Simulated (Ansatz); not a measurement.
**MgSiS3 in R-3c, a phase reached by a soft mode: following an unstable mode**

Aim: this structure of MgSiS3 in R-3c, a phase reached by a soft mode is to be tested for unstable modes, and one is followed downhill.

Calculated with Ansatz 0.2.0; DFT LDA, scalar-relativistic, plane waves, PAW; PAW set soft_1.

The structure was built from a prototype and need not be the compound's stable phase.

### Step 1. Starting point

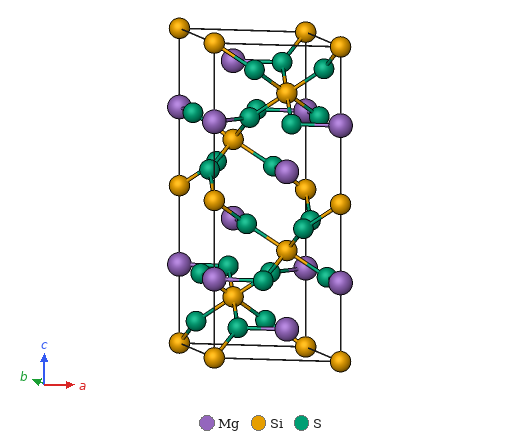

The cell as given, slightly off an axis (magnesium purple, silicon orange, sulfur teal). This picture shows the conventional cell, with its axes. Bonds to atoms that aren't drawn are left out. Some periodic images of atoms are drawn too.

### Step 2. Zone-centre response

This phase was reached earlier by freezing in an unstable mode of a structure of higher symmetry and relaxing. Its zone-centre modes can show that it is still unstable.

File input.yaml:

```yaml
crystal:
  lattice:
    - [3.1022765193, 1.7911001835, 5.0272237154]
    - [-3.1022765193, 1.7911001835, 5.0272237154]
    - [0.0, -3.582200367, 5.0272237154]
  atoms:
    - { symbol: Mg, position: [0.75, 0.75, 0.75] }
    - { symbol: Mg, position: [0.25, 0.25, 0.25] }
    - { symbol: Si, position: [0.5, 0.5, 0.5] }
    - { symbol: Si, position: [0.0, 0.0, 0.0] }
    - { symbol: S, position: [0.1376155812, 0.75, 0.3623844188] }
    - { symbol: S, position: [0.8623844188, 0.25, 0.6376155812] }
    - { symbol: S, position: [0.3623844188, 0.1376155812, 0.75] }
    - { symbol: S, position: [0.6376155812, 0.8623844188, 0.25] }
    - { symbol: S, position: [0.25, 0.6376155812, 0.8623844188] }
    - { symbol: S, position: [0.75, 0.3623844188, 0.1376155812] }
kpoints:
  mp_grid: { grid: [6, 6, 6] }
hamiltonian:
  xc: lda
  pseudopotentials: { kind: paw, azcp: { folder: soft_1 }, xc_functional: pbe }
scf:
  occupations: { method: fixed }
output:
  eigenvalues: true
phonons:
  method: dfpt
  dielectric: true
  rigid_motions: translations
```

Command:

```sh
> ansatz run input.yaml --threads 4 --pin off --max-ram 16384MiB --backend cpu --events-out ev --progress --plain --runs-dir out
```

Numbers of over 12 decimals in the logs are rounded to 6 here.

What it wrote:

```text
Engine: ansatz 0.2.0, aarch64-unknown-linux-gnu
Pseudopotentials: kind: paw
Pseudopotential: Mg, paw, valence charge 10, recommended cutoff 420 eV (normal), soft_1/Mg.paw.azcp
Pseudopotential: Si, paw, valence charge 4, recommended cutoff 420 eV (normal), soft_1/Si.paw.azcp
Pseudopotential: S, paw, valence charge 6, recommended cutoff 420 eV (normal), soft_1/S.paw.azcp
Functional definition: SPW92
  exchange = slater_x
  correlation = pw_c
Crystal: 10 atoms, lattice volume = 167.602 Å³
Basis set: ecut = 420 eV, 3287 PW (Γ), exchange–correlation on 96×96×96 points (8 copies of the dense FFT grid, shifted against one another)
Bands: 42, of which v1, the nominal top of the filled ones, is band 32 counted from 1 (31 counted from 0)
Symmetry: 12 space group operations
k-points: 112 of 216 (irreducible under 1 space group operation, time reversal used)
Non-local potential: Mg, projectors of the file, l = 0: 3, l = 1: 2, l = 2: 1
Non-local potential: Si, projectors of the file, l = 0: 2, l = 1: 2, l = 2: 1
Non-local potential: S, projectors of the file, l = 0: 2, l = 1: 2, l = 2: 1
PAW form: soft (Blöchl's): semilocal exchange-correlation on the pseudo side does not see the compensation charge
PAW frozen core: Mg, regenerated for the run's functional, and the local potential with it (the file was generated under x = pbe(κ = 0.804, μ = 0.219515), c = pbe(β = 0.066725))
PAW frozen core: Si, regenerated for the run's functional, and the local potential with it (the file was generated under x = pbe(κ = 0.804, μ = 0.219515), c = pbe(β = 0.066725))
PAW frozen core: S, regenerated for the run's functional, and the local potential with it (the file was generated under x = pbe(κ = 0.804, μ = 0.219515), c = pbe(β = 0.066725))
PAW one-centre angular grid: Mg, 110 points (default); XC on 64 Gauss nodes
PAW one-centre angular grid: Si, 110 points (default); XC on 64 Gauss nodes
PAW one-centre angular grid: S, 110 points (default); XC on 64 Gauss nodes
Initial density: superposition of atomic densities (chi_scale 0.1, normalization cell, long waves kept (reshape's long-wave potential 0.01 eV rms))
Initial wavefunctions: pseudopotential atomic-orbital guess
Functional: x = slater, c = lda
SCF iter   1: F=—  HF=-10245.969488 eV  |F-HF|=—  |Δ(HF+E_count)|=         —  Δρ=4.38e-2  dr2=3.29e0  ethr=3.10e-3  ⟨swp⟩=5.0  Hψ=20048  notcnv=0  defer=816
preconditioner: auto → Resta (q_TF=auto, 2.324 Å⁻¹)  ε∞=4.9  [insulator: Δε(μ)=1.051 eV  Ē_g=10.081 eV  n_scr=26 (ndim 8)  ℏωp=19.9 eV  f_vac=0.000  ε∞_Penn≈4.9]
SCF iter   2: F=—  HF=-10245.135395 eV  |F-HF|=—  |Δ(HF+E_count)|=   8.34e-1  Δρ=2.20e-2  dr2=7.09e-1  ethr=3.10e-3  ⟨swp⟩=3.1  Hψ=9285  notcnv=0  defer=874
SCF iter   3: F=—  HF=-10244.968719 eV  |F-HF|=—  |Δ(HF+E_count)|=   1.67e-1  Δρ=3.99e-3  dr2=2.38e-2  ethr=1.11e-3  ⟨swp⟩=2.8  Hψ=6916  notcnv=0  defer=893
SCF iter   4: F=—  HF=-10244.965390 eV  |F-HF|=—  |Δ(HF+E_count)|=   3.33e-3  Δρ=6.36e-4  dr2=6.68e-4  ethr=3.72e-5  ⟨swp⟩=2.3  Hψ=6830  notcnv=0  defer=896
SCF iter   5: F=—  HF=-10244.965585 eV  |F-HF|=—  |Δ(HF+E_count)|=   1.96e-4  Δρ=1.66e-4  dr2=2.72e-5  ethr=1.04e-6  ⟨swp⟩=2.4  Hψ=7545  notcnv=0  defer=896
SCF iter   6: F=—  HF=-10244.965583 eV  |F-HF|=—  |Δ(HF+E_count)|=   2.44e-6  Δρ=3.16e-5  dr2=6.81e-7  ethr=4.25e-8  ⟨swp⟩=2.0  Hψ=7572  notcnv=0  defer=896
SCF iter   7: F=—  HF=-10244.965645 eV  |F-HF|=—  |Δ(HF+E_count)|=   6.18e-5  Δρ=7.02e-6  dr2=6.01e-8  ethr=1.06e-9  ⟨swp⟩=2.0  Hψ=8279  notcnv=0  defer=831
SCF iter   8: F=—  HF=-10244.965645 eV  |F-HF|=—  |Δ(HF+E_count)|=   1.14e-8  Δρ=1.27e-6  dr2=2.38e-9  ethr=9.39e-11  ⟨swp⟩=2.0  Hψ=6319  notcnv=0  defer=831
SCF iter   9: F=-10244.965645 eV  HF=-10244.965645 eV  |F-HF|=3.64e-12  |Δ(HF+E_count)|=  1.26e-10  Δρ=1.90e-7  dr2=6.18e-11  ethr=1.00e-12  ⟨swp⟩=18.9  Hψ=43787  notcnv=0
SCF 1 converged in 9 iterations: F = -10244.965645 eV  dr2 = 6.18e-11
  greatest PAW one-centre occupation: 1.000 electrons in one spin orbital (limit 2), on the Mg atom at site 1 (counted from 0), in its partial waves of l = 0
NSCF: frozen V_eff on 6 k-points
DFPT response loops at Γ: preconditioner auto → Resta (q_TF=auto, 2.324 Å⁻¹)  ε∞=8.7 (no band partly filled); β = 1.00, the filter's whole step (`scf.mixing.beta` (0.50) is not read by the response loops at its default; to damp them type it under 1.00, their step now; it binds the ground state too); Broyden in place of MSR1
── the response to a field inside a basis, on 8×8×8 k-points: an SCF that follows is theirs, and a resumed run solves both again ──
Bands: 33, of which v1, the nominal top of the filled ones, is band 32 counted from 1 (31 counted from 0)
k-points: 60
Initial density: handed on by an earlier stage of this run
Initial wavefunctions: pseudopotential atomic-orbital guess (no wavefunctions were taken with the density)
Eigensolver: Dense (60 Hₖ)
SCF iter   1: F=—  HF=-10244.902499 eV  |F-HF|=—  |Δ(HF+E_count)|=         —  Δρ=1.73e-4  dr2=1.73e-5  ethr=1.00e-1
preconditioner: auto → Resta (q_TF=auto, 2.324 Å⁻¹)  ε∞=8.7  [insulator: Δε(μ)=0.804 eV  Ē_g=7.148 eV  n_scr=26 (ndim 8)  ℏωp=19.9 eV  f_vac=0.000  ε∞_Penn≈8.7]
SCF iter   2: F=—  HF=-10244.902499 eV  |F-HF|=—  |Δ(HF+E_count)|=   4.52e-7  Δρ=9.66e-5  dr2=6.13e-6  ethr=2.71e-8
SCF iter   3: F=-10244.902499 eV  HF=-10244.902499 eV  |F-HF|=3.31e-8  |Δ(HF+E_count)|=   7.31e-8  Δρ=6.32e-6  dr2=8.93e-8  ethr=9.58e-9
SCF 1 converged in 3 iterations: F = -10244.902499 eV  dr2 = 8.93e-8
  greatest PAW one-centre occupation: 1.000 electrons in one spin orbital (limit 2), on the Mg atom at site 0 (counted from 0), in its partial waves of l = 0
DFPT response loops at Γ: preconditioner auto → Resta (q_TF=auto, 2.324 Å⁻¹)  ε∞=8.6 (no band partly filled); β = 1.00, the filter's whole step (`scf.mixing.beta` (0.50) is not read by the response loops at its default; to damp them type it under 1.00, their step now; it binds the ground state too); Broyden in place of MSR1
WARN: field response: ε∞ stands inside a basis, on 8×8×8 points; the force constants stand on the 6×6×6 k-mesh, whose period is 11.17 times the interband length at k = (0.0000, 0.0000, 0.0000), direct gap 0.800 eV, under 14: take them and everything formed from them as unconverged, and compare with a denser kpoints.mp_grid
SCF converged after 9 iterations
Free energy (F): -10244.965645 eV
Harris-Foulkes:  -10244.965645 eV  (|F-HF|=3.64e-12)
Internal energy: -10244.965645 eV  (E = F + TS)
E sigma→0 (E₀):  -10244.965645 eV
Fermi energy:    7.757288 eV
--- Per-component energies (eV) ---
  E_band       = -599.294435
  E_kinetic    = 877.852199
  E_local      = -4036.040337  (includes V_loc(G=0)·N_el)
  E_nonlocal   = 647.299386
  E_hartree    = 1370.065769
  E_xc         = -702.002908
  E_vxc        = -673.030277  (∫ρ·V_xc dr)
  E_paw        = -4991.273588  (= ΣΔE_a)
  E_vpaw       = -155.506714  (= ΣTr[D̂ρ^β])
  E_aug_tail   = -0.000220  (compensation charges beyond the density's cutoff)
  E_ewald      = -3412.254752
  E_core_change = 1.388806  (= ΣΔE_core)
  E_smearing   = -0.000000  (= −TS)
  E_closure    = 0.000000  (closes the sum)
  Σ components = -10244.965645   (vs F -10244.965645, Δ=0.00e0)
--- Band table (eV; the first three rows and the last of 112) ---
  k-point 0: bands = [... 28 lower, 7.0119, 7.1217, 7.1217, 7.7573, 8.5577, 9.9670, 11.0615, 11.0615, ... 6 higher]
  k-point 1: bands = [... 28 lower, 6.7682, 7.2286, 7.3124, 7.6031, 8.7419, 10.3220, 10.8845, 11.0954, ... 6 higher]
  k-point 2: bands = [... 28 lower, 6.4797, 7.1245, 7.2728, 7.4089, 8.7484, 9.6595, 11.1556, 11.5258, ... 6 higher]
  k-point 111: bands = [... 28 lower, 6.7265, 6.7265, 6.7265, 6.7265, 8.7384, 8.7384, 12.1043, 12.1043, ... 6 higher]
--- Phonons (Γ-DFPT): 6 representative perturbations + reference, on 112 of 216 k-points (Σ response iterations 18) ---
  k mesh reduced under 1 symmetry operation, with k and −k counted as one. Each operation leaves every solved perturbation unchanged. A smaller set is not considered because the run solves the response to a homogeneous field
  ASR residual: 1.646e-4 → 0.000e0 eV/Å²; symmetrization residual: 2.008e-5 eV/Å²
  ASR residual per site (eV/Å²): 1.65e-4 1.65e-4 6.23e-5 6.23e-5 3.81e-5 3.81e-5 5.50e-5 5.50e-5 3.81e-5 3.81e-5
  Γ frequencies (cm⁻¹): -187.27 -146.33 -105.95 -105.95 0.00 0.00 0.00 107.76 107.76 127.94 172.77 172.77 173.83 207.85 207.85 281.34 281.34 285.65 316.65 320.05 327.58 327.58 373.64 376.61 392.81 392.81 395.63 395.63 416.35 416.35
  ε∞ (high-frequency dielectric tensor):
       10.127824    -0.000000     0.000000
       -0.000000    10.127824     0.000000
        0.000000     0.000000    14.350323
  softest optical mode at Γ: -187.27 cm⁻¹; the repairs (sum rule, projections) moved no ω² at Γ by more than (2.93 cm⁻¹)²
  Born effective charges Z* (e; rows j = field, columns β = displacement):
    site 0:
         2.53696    0.00000    0.00000
         0.00000    2.53696    0.00000
         0.00000    0.00000    2.37118
    site 1:
         2.53696   -0.00000    0.00000
         0.00000    2.53696    0.00000
        -0.00000    0.00000    2.37118
    site 2:
         4.53235    0.88601    0.00000
        -0.88601    4.53235    0.00000
         0.00000    0.00000    4.41272
    site 3:
         4.53235   -0.88601   -0.00000
         0.88601    4.53235    0.00000
        -0.00000    0.00000    4.41272
    site 4:
        -2.33475   -0.03756   -0.52042
        -0.03756   -2.37812    0.30047
        -0.77446    0.44713   -2.26130
    site 5:
        -2.33475   -0.03756   -0.52042
        -0.03756   -2.37812    0.30047
        -0.77446    0.44713   -2.26130
    site 6:
        -2.39981    0.00000    0.00000
        -0.00000   -2.31307   -0.60093
         0.00000   -0.89427   -2.26130
    site 7:
        -2.39981    0.00000    0.00000
        -0.00000   -2.31307   -0.60093
         0.00000   -0.89427   -2.26130
    site 8:
        -2.33475    0.03756    0.52042
         0.03756   -2.37812    0.30047
         0.77446    0.44713   -2.26130
    site 9:
        -2.33475    0.03756    0.52042
         0.03756   -2.37812    0.30047
         0.77446    0.44713   -2.26130
  Z* charge neutrality: 2.549e-2 e pre-enforcement
  solved inside a basis spanned on kpoints, on 8×8×8 k-points transformed towards the longest dipole: ε∞ is read to err by 6.4e-2, Z* by 2.7e-2 e (field_mesh: kpoints solves on kpoints); Z* is corrected for what the basis lacks
  optical modes at Γ without the LO–TO term, one row a degenerate level:
      ω (cm⁻¹)  modes    IR ((D/Å)²/amu)
       -187.27      1            25.8145
       -146.33      1             0.0000
       -105.95      2            11.0728
        107.76      2             0.0000
        127.94      1            10.7288
        172.77      2            19.2823
        173.83      1             0.0000
[...]
optical modes at Γ + LO–TO along q̂ = [1.0000, 0.0000, 0.0000]:
      ω (cm⁻¹)  modes    IR ((D/Å)²/amu)
[...]
optical modes at Γ + LO–TO along q̂ = [0.0000, 1.0000, 0.0000]:
      ω (cm⁻¹)  modes    IR ((D/Å)²/amu)
[...]
optical modes at Γ + LO–TO along q̂ = [0.0000, 0.0000, 1.0000]:
      ω (cm⁻¹)  modes    IR ((D/Å)²/amu)
[...]
173.83      1             0.0000
        207.85      2             0.0000
        281.34      2             0.0000
        285.65      1             0.0000
        316.65      1             0.0000
        327.58      2            59.9434
        371.47      1            47.7560
        373.64      1             0.0000
        376.61      1             0.0000
        392.81      2            33.0111
        395.63      2             0.0000
        416.35      2            20.7318
```

It took 4.4 min on 4 threads of Arm Neoverse V1, shared host; peak memory 3 GiB; 17 min of CPU time.

This step gave:

```
gap on the k-mesh                                       : 0.8005 eV
volume per atom                                         : 16.76 Å³
sum-rule residual before enforcement                    : 1.65e-4 eV/Å²
miss of the charge sum rule                             : 0.02549 e
estimated error of the dielectric tensor                : 0.06393
estimated error of the Born charges                     : 0.02740 e
point group                                             : -3m
highest optical mode at the zone centre (no LO-TO term) : 416.4 cm⁻¹
lowest optical zone-centre mode                         : -187.3 cm⁻¹
mean high-frequency dielectric constant                 : 11.54
largest Born charge (third of the trace)                : 4.492 e
top of the zone-centre spectrum with the field          : 470.8 cm⁻¹
```

Patterns of degenerate modes are one choice out of their space. The modes at Γ (shares of kinetic energy by element, %) (negative means imaginary):

```
mode  frequency (cm⁻¹)  symmetry  Mg %  Si %  S %
   1            -187.3       A2u    69     1   30
   2            -146.3       A2g    98     0    2
   3            -106.0        Eu     6     3   90
   4            -106.0        Eu     6     3   90
   5               0.0  acoustic    16    19   65
   6               0.0  acoustic    16    19   65
   7               0.0  acoustic    16    19   65
   8             107.8        Eg    10     0   90
   9             107.8        Eg    10     0   90
  10             127.9       A2u    14    59   27
  11             172.8        Eu    18    62   19
  12             172.8        Eu    18    62   19
  13             173.8       A2g     2     0   98
  14             207.8        Eg    49     0   51
  15             207.8        Eg    49     0   51
  16             281.3        Eg     0     0  100
  17             281.3        Eg     0     0  100
  18             285.6       A1g     0     0  100
  19             316.6       A1u     0    23   77
  20             320.1       A2u     0    21   78
  21             327.6        Eu    37    32   31
  22             327.6        Eu    37    32   31
  23             373.6       A2g     0     0  100
  24             376.6       A1u     0    77   23
  25             392.8        Eu     2    61   37
  26             392.8        Eu     2    61   37
  27             395.6        Eg    40     0   60
  28             395.6        Eg    40     0   60
  29             416.4        Eu    20    23   57
  30             416.4        Eu    20    23   57
```

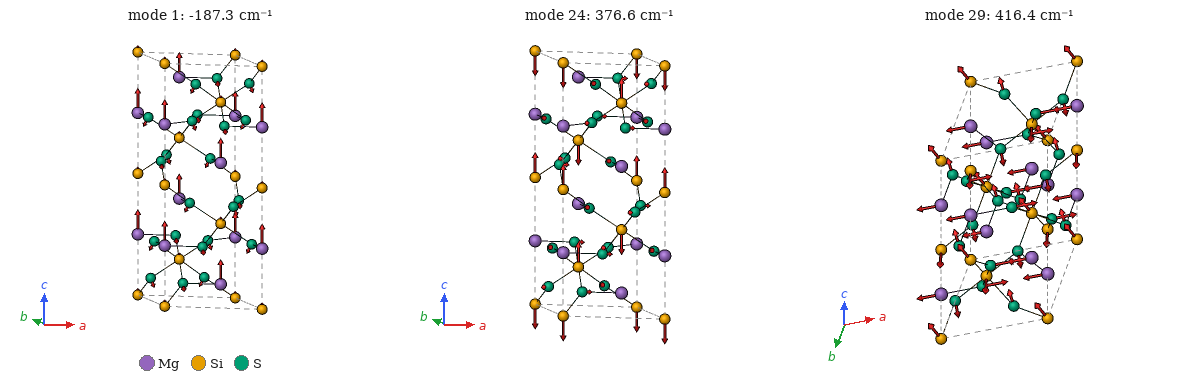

Displacement patterns of modes 1, 24 and 29 at Γ; arrows are exaggerated. Bonds to atoms that aren't drawn are left out. Some periodic images of atoms are drawn too.

Before it was imposed, the acoustic sum rule was missed by 1.6e-4 eV/Å² and the charge sum rule by 0.025 e. Small misses are needed for a sound result but don't prove that mesh and cutoff are converged. The lowest optical mode is imaginary, 187.3i cm⁻¹, so the energy falls along it.

The log warns of the k mesh: “the force constants stand on the 6×6×6 k-mesh, whose period is 11.17 times the interband length at k = (0.0000, 0.0000, 0.0000), direct gap 0.800 eV, under 14: take them and everything formed from them as unconverged”.

### Step 3. The mode frozen in, largest atomic shift 0 Å

The mode followed lies at Γ with frequency 187.3i cm⁻¹, the softest among the wavevectors solved. At small amplitude the distorted cell has space group no. 161 by a symmetry search on the positions. The undistorted cell that holds it gives the zero of energy on the same k mesh.

Edit input.yaml of step 2 so:

```diff
@@ -22,8 +22,6 @@
 scf:
-  occupations: { method: fixed }
+  occupations: { method: gaussian, width: 0.02 }
 output:
+  forces: true
+  stress: true
   eigenvalues: true
-phonons:
-  method: dfpt
-  dielectric: true
-  rigid_motions: translations
```

What it wrote:

```text
[...]
Crystal: 10 atoms, lattice volume = 167.602 Å³
Basis set: ecut = 420 eV, 3287 PW (Γ)
Bands: 42, of which v1, the nominal top of the filled ones, is band 32 counted from 1 (31 counted from 0)
Symmetry: 12 space group operations
[...]
k-points: 32 of 216
[...]
k-point 0: bands = [... 28 lower, 7.0119, 7.1217, 7.1217, 7.7573, 8.5577, 9.9670, 11.0616, 11.0616, ... 5 higher]
  k-point 1: bands = [... 28 lower, 6.7682, 7.2285, 7.3124, 7.6030, 8.7419, 10.3220, 10.8845, 11.0954, ... 5 higher]
  k-point 2: bands = [... 28 lower, 6.4796, 7.1245, 7.2728, 7.4089, 8.7484, 9.6595, 11.1556, 11.5259, ... 5 higher]
  k-point 31: bands = [... 28 lower, 6.7265, 6.7265, 6.7265, 6.7265, 8.7384, 8.7384, 12.1043, 12.1043, ... 5 higher]
[key lines of the parts left out:]
SCF converged after 7 iterations
Free energy (F): -10244.965644 eV
Fermi energy:    8.157495 eV
P = ⅓ Tr σ = 0.0011 GPa (0.011 kbar)
```

The job ended after 3.4 s (4 threads; peak memory 0.54 GiB; 13 s of CPU time).

This step gave:

```yaml
pressure: 0.001107 GPa
energy_from_the_undistorted_cell: 0 meV/atom
```

At this level the gap is 0.80 eV on the k-mesh of the self-consistent run, which can miss the band edges.

### Step 4. The mode frozen in, largest atomic shift 0.6 Å

The atoms are moved along the unstable eigenvector, the largest shift by 0.6 Å, with the cell fixed.

input.yaml, the sections that differ from step 3:

```yaml
crystal:
  lattice:
    - [3.1022765193, 1.7911001835, 5.0272237154]
    - [-3.1022765193, 1.7911001835, 5.0272237154]
    - [0.0, -3.582200367, 5.0272237154]
  atoms:
    - { symbol: Mg, position: [0.7897833897, 0.7897833897, 0.7897833897] }
    - { symbol: Mg, position: [0.2897833897, 0.2897833897, 0.2897833897] }
    - { symbol: Si, position: [0.5048086918, 0.5048086918, 0.5048086918] }
    - { symbol: Si, position: [0.0048086918, 0.0048086918, 0.0048086918] }
    - { symbol: S, position: [0.1350209631, 0.7208165788, 0.3597898007] }
    - { symbol: S, position: [0.8597898007, 0.2208165788, 0.6350209631] }
    - { symbol: S, position: [0.3597898007, 0.1350209631, 0.7208165788] }
    - { symbol: S, position: [0.6350209631, 0.8597898007, 0.2208165788] }
    - { symbol: S, position: [0.2208165788, 0.6350209631, 0.8597898007] }
    - { symbol: S, position: [0.7208165788, 0.3597898007, 0.1350209631] }
# kpoints, hamiltonian, scf, output: as in step 3
```

What it wrote:

```text
[...]
Crystal: 10 atoms, lattice volume = 167.602 Å³
Basis set: ecut = 420 eV, 3287 PW (Γ)
Bands: 42, of which v1, the nominal top of the filled ones, is band 32 counted from 1 (31 counted from 0)
Symmetry: 6 space group operations
[...]
k-points: 32 of 216 (time reversal used)
[...]
k-point 0: bands = [... 28 lower, 6.5114, 7.0319, 7.0319, 7.2919, 8.6389, 10.0306, 11.0031, 11.0031, ... 5 higher]
  k-point 1: bands = [... 28 lower, 6.4019, 7.0433, 7.0646, 7.2491, 8.8072, 10.3312, 10.8249, 11.0720, ... 5 higher]
  k-point 2: bands = [... 28 lower, 6.2956, 6.8963, 7.0303, 7.1031, 8.8044, 9.5481, 11.1378, 11.5391, ... 5 higher]
  k-point 31: bands = [... 28 lower, 6.5138, 6.5138, 6.5138, 6.5138, 8.9065, 8.9065, 11.7850, 11.7850, ... 5 higher]
[key lines of the parts left out:]
SCF converged after 8 iterations
Free energy (F): -10245.690689 eV
Fermi energy:    7.965371 eV
P = ⅓ Tr σ = 1.0738 GPa (10.738 kbar)
```

It took 5.3 s on 4 threads; peak memory 0.49 GiB.

This step gave:

```yaml
pressure: 1.074 GPa
gap_on_the_k_mesh: 1.347 eV
energy_from_the_undistorted_cell: -72.50 meV/atom
```

The energy, extrapolated to zero smearing, is -72.50 meV/atom against the undistorted cell.

The run ends at a pressure of 1.07 GPa, with forces up to 0.44 eV/Å.

[end of part 1 of 3]

[Logs are printed without paths, hosts, clocks, repeated set-up lines and the standing remarks that a program may print on its own settings, such as how far it seeks lower states.]

[Hosts, paths, dates, database ids (printed as entryN), source tags and the programs' standing remarks are cut or masked in the printed files.]
